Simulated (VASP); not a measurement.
Band structure of AlGaN2 (space group P-4m2). Calculation: modified Becke-Johnson potential (mBJ), VASP's PBE PAW potentials (set 64) (plane waves; VASP 6.6.1).

mBJ is a potential without an energy functional, so only the levels count.

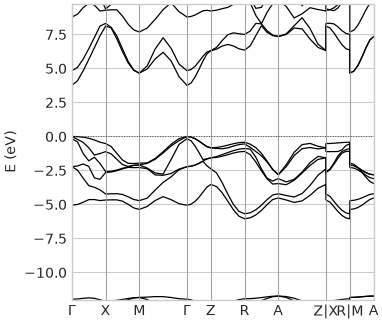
Bands along high-symmetry lines, zero at the valence-band maximum or, without a gap, the Fermi level

Problem. Read the plot: is there a gap, and where are the band edges?

Solution. The gap is direct, 3.76 eV, from the valence maximum at Γ to the conduction minimum at Γ.

The structure comes from a computed database's AlGaN2 entry (P-4m2); how it stands against other phases isn't given here. It was relaxed first. The cell's shape comes from a PBE relaxation.
